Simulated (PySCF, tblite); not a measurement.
# Si₂₀Ge₁₈H₄₂: electronic excitations

Aim: compute the electronic excitations of Si₂₀Ge₁₈H₄₂.

Programs: tblite 0.8.0 and PySCF 2.14.0, with routines of our own; each step states its level. All values are computed. Atoms count from 0.

### 1 The starting structure

80 atoms, charge 0, multiplicity 1; geometry from: force field, distance geometry or constructed start.

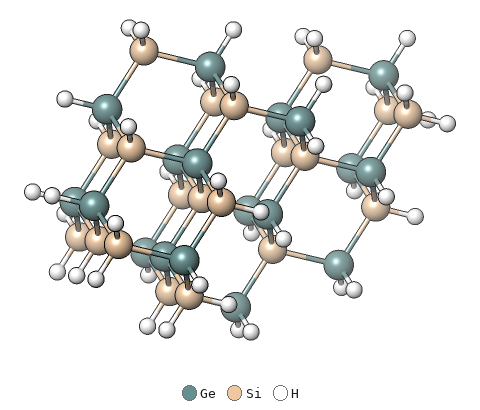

The starting geometry (germanium teal, silicon light orange, hydrogen white).

### 2 Geometry optimisation with GFN1-xTB

The job: settings as JSON, then the geometry in Å.

```
{"job": {"kind": "relax", "xc": "GFN1-xTB", "basis": "xTB"}, "charge": 0, "multiplicity": 1}
Ge    -3.751300    -1.199600    -0.054200
Ge    -0.989400    -3.965200    -0.059500
Ge    -0.981000    -1.200100    -2.821600
Si    -2.371900    -2.578400    -4.213800
Ge    -3.757200    -1.199000    -5.589200
Ge    -0.989500    -1.198300     2.714800
Si    -2.371100    -2.581100     1.329100
Ge    -0.982800     1.574900    -0.051100
Ge    -3.753500     1.570100    -2.823000
Ge    -0.989000     4.341400    -2.821000
Si    -2.373300     2.956000    -4.209700
Si    -2.373700     0.185200    -1.437600
Si    -5.144600     0.187900    -4.202600
Ge    -0.984000     1.571600    -5.595300
Si    -2.373400     0.192300    -6.977400
Ge    -0.988100     1.572800     5.493700
Si    -2.370800     0.189100     4.103300
Ge     1.782700    -1.201200    -0.053600
Si     0.398200    -2.581000    -1.435100
Ge     1.786600    -1.196900     5.490100
Ge     1.781500    -3.964000     2.718900
Ge     4.552900    -1.196300     2.717200
Si     3.172200    -2.578200     1.339000
Si     0.394600    -5.357100     1.330900
Si     0.399300    -2.580200     4.103300
Ge     1.777700     4.341300    -0.050100
Ge     4.554500     1.574500    -0.053300
Ge     1.783200     1.572800    -2.821400
Si     3.169400     0.187600    -1.439600
Si     0.399900     0.187600    -4.204200
Si     0.402400     2.957800    -1.438700
Si     5.936900     0.188500     1.332600
Si     0.397800     0.187300     6.870500
Ge     1.785900     1.570900     2.721100
Si     3.170000     2.959000     1.329100
Si     3.169300     0.189400     4.099500
Si     0.398000     0.187300     1.328300
Si     0.399700     2.959700     4.099800
H     -4.638400    -2.085100    -0.936000
H     -4.644300    -0.311100     0.832000
H     -1.869600    -4.853500    -0.932100
H     -3.196600    -3.419800    -3.372500
H     -1.534900    -3.413200    -5.042600
H     -4.636900    -2.081700    -6.477700
H     -3.206200    -3.412500     2.166200
H     -1.871400     2.457100     0.827400
H     -4.637100     2.455600    -1.939800
H     -1.869800     5.228100    -1.936900
H     -0.101200     5.225900    -3.705700
H     -3.200600     3.789300    -5.037000
H     -5.973400    -0.651500    -3.373100
H     -5.965900     1.019900    -5.039300
H     -0.103200     2.455100    -6.475800
H     -1.543200    -0.645800    -7.812000
H     -3.201800     1.017700    -7.807500
H     -1.870000     2.458500     6.371400
H     -3.195900    -0.649900     4.931900
H     -3.199800     1.026200     3.270300
H      1.230300    -3.414900    -2.265000
H      2.666300    -2.079200     6.369800
H      2.663400    -4.850300     3.602300
H      5.441100    -2.081500     3.598900
H      4.001900    -3.413500     0.501800
H     -0.432700    -6.180700     2.164900
H      1.235900    -6.180900     0.503000
H     -0.437400    -3.412400     4.935100
H      2.669600     5.228600    -0.937100
H      0.903000     5.223800     0.836700
H      5.433200     2.450200    -0.940900
H      2.664500     2.452100    -3.700000
H      3.999200    -0.648200    -2.265700
H      1.228400    -0.647900    -5.036400
H      6.772100    -0.645500     0.505200
H      6.770600     1.023500     2.165300
H     -0.427800    -0.643900     7.700100
H      1.237500     1.017000     7.703200
H      3.998100     3.788000     2.164500
H      4.000800     1.020600     4.939200
H     -0.432900     3.784900     3.267500
H      1.228200     3.783600     4.936300
```

Started as:

```console
OMP_NUM_THREADS=8 python large_run.py task.json out
```

The driver reads the jobs from task.json and runs them one after another.

Output:

```text
step      E/eV     max force
  0   -2446.14875    1.075
  1   -2446.41338    0.641
  2   -2446.61359    0.314
  3   -2446.64803    0.270
  4   -2446.72769    0.336
  5   -2446.77155    0.233
  6   -2446.80512    0.220
  7   -2446.82788    0.203
  8   -2446.85848    0.202
  9   -2446.88395    0.204
 10   -2446.90108    0.172
 11   -2446.91207    0.159
 12   -2446.92053    0.133
 13   -2446.92727    0.093
 14   -2446.93281    0.110
 15   -2446.93735    0.116
 16   -2446.94158    0.098
 17   -2446.94549    0.082
 18   -2446.94848    0.077
 19   -2446.95054    0.061
 20   -2446.95205    0.066
 21   -2446.95351    0.062
 22   -2446.95522    0.069
 23   -2446.95704    0.062
 24   -2446.95858    0.055
 25   -2446.95978    0.046
 26   -2446.96083    0.042
 27   -2446.96186    0.040
 28   -2446.96274    0.038
 29   -2446.96336    0.036
 30   -2446.96386    0.035
 31   -2446.96438    0.030
 32   -2446.96494    0.034
 33   -2446.96546    0.036
 34   -2446.96591    0.032
 35   -2446.96634    0.025
 36   -2446.96675    0.026
 37   -2446.96710    0.020
```

Wall time 18 s (8 threads of Arm Neoverse V1, shared host); peak memory 0.16 GiB.

Step by step:

| step | energy from step 0 (eV) | largest force (eV/Å) |
| --- | --- | --- |
| 0 | 0.0000 | 1.0748 |
| 1 | -0.2646 | 0.6412 |
| 2 | -0.4648 | 0.3135 |
| 3 | -0.4993 | 0.2698 |
| 4 | -0.5789 | 0.3358 |
| 5 | -0.6228 | 0.2328 |
| 6 | -0.6564 | 0.2205 |
| 7 | -0.6791 | 0.2029 |
| 8 | -0.7097 | 0.2023 |
| 10 | -0.7523 | 0.1722 |
| 12 | -0.7718 | 0.1332 |
| 14 | -0.7841 | 0.1098 |
| 17 | -0.7967 | 0.0825 |
| 19 | -0.8018 | 0.0611 |
| 21 | -0.8048 | 0.0617 |
| 23 | -0.8083 | 0.0619 |
| 26 | -0.8121 | 0.0426 |
| 28 | -0.8140 | 0.0386 |
| 30 | -0.8151 | 0.0352 |
| 33 | -0.8167 | 0.0356 |
| 34 | -0.8172 | 0.0324 |
| 35 | -0.8176 | 0.0247 |
| 36 | -0.8180 | 0.0256 |
| 37 | -0.8184 | 0.0199 |

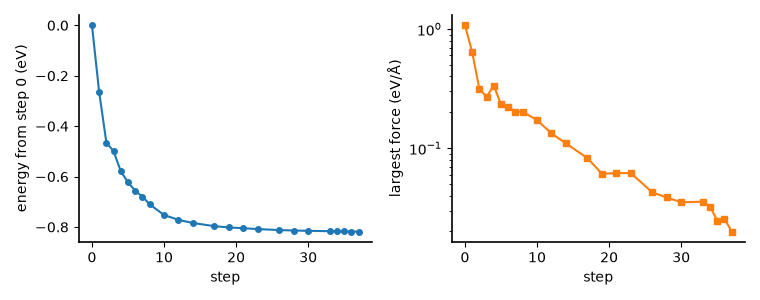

Energy and force, step by step.

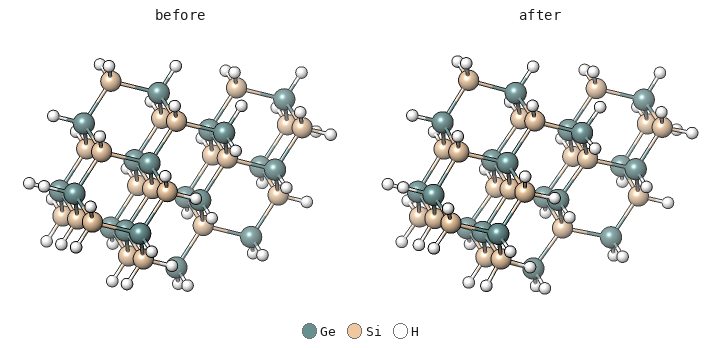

The geometry before (left) and after (right).

Close pairs (by a distance rule), those that changed most:

```csv
bond,before (Å),after (Å),change (Å)
Si10–H49,1.436,1.481,+0.045
Si28–H70,1.439,1.482,+0.043
Ge17–Si36,2.399,2.441,+0.042
Ge2–Si11,2.403,2.445,+0.042
Si34–H76,1.439,1.480,+0.041
Si29–H71,1.441,1.481,+0.040
Ge5–Si36,2.402,2.441,+0.039
Si14–H54,1.434,1.473,+0.039
```

The final coordinates are the input of the step that follows.

### 3 Electronic excitations: TDDFT PBE/def2-SVP

The job: settings as JSON, then the geometry in Å.

```
{"job": {"kind": "uv", "basis": "def2-SVP", "grid": 1, "kgrid": 0, "vcut": null, "nstates": 6, "ntriplets": 2, "tda": false, "delta": ["ip_vertical"], "pop": true, "xc": "PBE"}, "charge": 0, "multiplicity": 1}
Ge    -3.722460    -1.215815    -0.049699
Ge    -0.944799    -4.005594    -0.004354
Ge    -1.001518    -1.192433    -2.854608
Si    -2.401512    -2.539368    -4.246308
Ge    -3.785047    -1.175698    -5.617950
Ge    -1.000876    -1.239306     2.762299
Si    -2.370732    -2.613333     1.327685
Ge    -0.920844     1.546252    -0.110345
Ge    -3.794889     1.581691    -2.948871
Ge    -1.022630     4.367150    -2.870448
Si    -2.400188     3.021665    -4.272297
Si    -2.434701     0.226637    -1.472731
Si    -5.193462     0.186583    -4.272354
Ge    -1.086757     1.564112    -5.655482
Si    -2.431112     0.168492    -7.037625
Ge    -0.973280     1.561140     5.508573
Si    -2.337834     0.184769     4.136132
Ge     1.829490    -1.222287    -0.048633
Si     0.359044    -2.566452    -1.413758
Ge     1.746392    -1.157944     5.547109
Ge     1.758289    -4.018852     2.695168
Ge     4.615554    -1.164679     2.696618
Si     3.196027    -2.600455     1.397998
Si     0.407505    -5.422847     1.336882
Si     0.458558    -2.602060     4.128453
Ge     1.847133     4.348578    -0.004086
Ge     4.624152     1.551280     0.023662
Ge     1.753660     1.558834    -2.790903
Si     3.195959     0.244777    -1.394747
Si     0.348033     0.260063    -4.237060
Si     0.415748     3.072115    -1.447264
Si     6.039072     0.185216     1.354326
Si     0.375113     0.214056     6.927262
Ge     1.838001     1.596050     2.772214
Si     3.230565     2.972102     1.359676
Si     3.197988     0.130289     4.135550
Si     0.424220     0.176373     1.375987
Si     0.405201     2.929629     4.141145
H     -4.678589    -2.051115    -0.862661
H     -4.699087    -0.411961     0.770213
H     -1.816352    -4.859854    -0.895998
H     -3.203145    -3.451420    -3.409957
H     -1.576105    -3.458194    -5.046311
H     -4.636649    -2.081217    -6.468992
H     -3.213017    -3.448991     2.213247
H     -1.810043     2.403933     0.774511
H     -4.662471     2.440764    -2.051485
H     -1.848576     5.322614    -2.044341
H     -0.199371     5.340662    -3.677882
H     -3.263550     3.863885    -5.132167
H     -6.088171    -0.621040    -3.425301
H     -6.126055     0.978870    -5.089875
H     -0.182714     2.413295    -6.523065
H     -1.592128    -0.648353    -7.931123
H     -3.241895     0.968262    -7.971819
H     -1.860634     2.448448     6.342798
H     -3.269256    -0.627977     4.934229
H     -3.240219     0.988640     3.291619
H      1.219930    -3.395232    -2.286683
H      2.621316    -2.036706     6.414788
H      2.640571    -4.873880     3.576599
H      5.465996    -2.050577     3.579381
H      4.030528    -3.436152     0.503051
H     -0.412414    -6.338267     2.148104
H      1.213638    -6.338328     0.512639
H     -0.431618    -3.440853     4.962787
H      2.678678     5.296772    -0.831860
H      1.045284     5.329316     0.812728
H      5.459959     2.431089    -0.879836
H      2.651111     2.400462    -3.679691
H      4.028363    -0.628909    -2.254321
H      1.196348    -0.623037    -5.069817
H      6.945614    -0.624504     0.522794
H      6.960648     0.987564     2.176213
H     -0.438606    -0.604356     7.841976
H      1.192239     1.028722     7.842127
H      4.067323     3.797816     2.259285
H      4.036525     1.017059     4.974262
H     -0.397806     3.828157     3.290803
H      1.212633     3.864572     4.940996
```

Method: TDDFT PBE/def2-SVP, vertical, gas phase, core orbitals frozen in the response.

Output:

```text
start: PBE on a coarse grid of 332541 points
cycle   1  E = -43186.4671204398  dE = -7.137e+00  |g| = 1.961e+00  |ddm| = 1.066e+01
cycle   2  E = -43186.2316598909  dE =  2.355e-01  |g| = 2.419e+00  |ddm| = 2.889e+00
cycle   3  E = -43186.7868260428  dE = -5.552e-01  |g| = 3.121e-01  |ddm| = 2.221e+00
cycle   4  E = -43186.8121091856  dE = -2.528e-02  |g| = 1.661e-01  |ddm| = 8.104e-01
cycle   5  E = -43186.8209786504  dE = -8.869e-03  |g| = 5.331e-02  |ddm| = 3.435e-01
cycle   6  E = -43186.8218183969  dE = -8.397e-04  |g| = 2.300e-02  |ddm| = 1.248e-01
cycle   7  E = -43186.8220034515  dE = -1.851e-04  |g| = 5.604e-03  |ddm| = 4.804e-02
final grid: 332541 points
cycle   8  E = -43186.8219234175  dE =  8.003e-05  |g| = 1.424e-02  |ddm| = 3.625e-02
cycle   9  E = -43186.8213520538  dE =  5.714e-04  |g| = 4.109e-02  |ddm| = 1.016e-01
cycle  10  E = -43186.8220007063  dE = -6.487e-04  |g| = 4.857e-03  |ddm| = 7.817e-02
cycle  11  E = -43186.8220106762  dE = -9.970e-06  |g| = 9.569e-04  |ddm| = 9.298e-03
cycle  12  E = -43186.8220082888  dE =  2.387e-06  |g| = 1.933e-04  |ddm| = 1.897e-03
cycle  13  E = -43186.8220116171  dE = -3.328e-06  |g| = 5.520e-05  |ddm| = 3.855e-04
converged SCF energy = -43186.8220116171
Vertical ionisation energy (delta-SCF) = 6.8862 eV   <S^2> = 0.751

Static polarisability (au): isotropic 1178.019, principal 993.220 1098.828 1442.009

Singlet excitations
state   eV       nm        f      main configurations
  1   3.3284    372.5   0.00829   H->L 0.99
  2   3.4437    360.0   0.00067   H-1->L 0.99
  3   3.4975    354.5   0.00245   H->L+1 0.99
  4   3.5577    348.5   0.00245   H-2->L 0.99
  5   3.6078    343.7   0.00470   H-1->L+1 0.62, H->L+2 0.31
  6   3.6139    343.1   0.00169   H->L+2 0.62, H-1->L+1 0.34

Triplet excitations (Tamm-Dancoff, eV): 3.2438 3.3633
```

Run time: 3.5 min. Hardware: 8 threads of Arm Neoverse V1, shared host; peak memory 6.2 GiB.

The orbitals next to the gap, with their largest atomic shares:

| orbital | eV | atoms |
| --- | --- | --- |
| HOMO−4 | -6.10 | Ge2 6 %, Si18 6 %, Ge5 6 % |
| HOMO−3 | -6.01 | Si6 6 %, Ge0 6 %, Ge25 5 % |
| HOMO−2 | -5.92 | Ge17 15 %, Si36 12 %, Ge5 8 % |
| HOMO−1 | -5.79 | Ge5 7 %, Si36 7 %, Ge17 7 % |
| HOMO | -5.68 | Ge7 8 %, Si22 7 %, Si36 6 % |
| LUMO | -2.38 | Ge27 7 %, Si28 6 %, Si29 6 % |
| LUMO+1 | -2.21 | Si18 6 %, Si36 5 %, Ge2 5 % |
| LUMO+2 | -2.10 | Ge17 6 %, Ge21 5 %, Ge5 4 % |
| LUMO+3 | -2.08 | Ge20 7 %, Si22 6 %, Ge21 6 % |

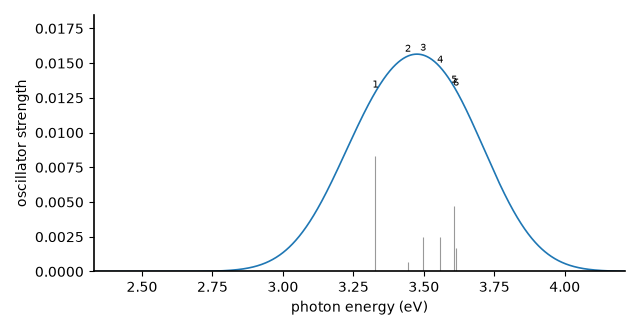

Absorption spectrum from the 6 singlet states computed; above the last one it falls off for lack of states. Lines are broadened to a width of 0.40 eV (Gaussian).

Further results of this job:

```
           property  computed
  dipole moment (D)      0.43
polarisability (Å³)    174.56
 HOMO–LUMO gap (eV)      3.29
      −ε(HOMO) (eV)      5.68
```

### 4 What came out

```
                     quantity                        value
lowest singlet (PBE/def2-SVP)  3.33 eV (373 nm), f = 0.008
               lowest triplet                      3.24 eV
```

What this shows: The first singlet state (HOMO→LUMO 0.99) lies at 3.33 eV and is weak. The lowest triplet lies 0.08 eV below the lowest singlet (triplets in Tamm-Dancoff, singlets in full TDDFT).
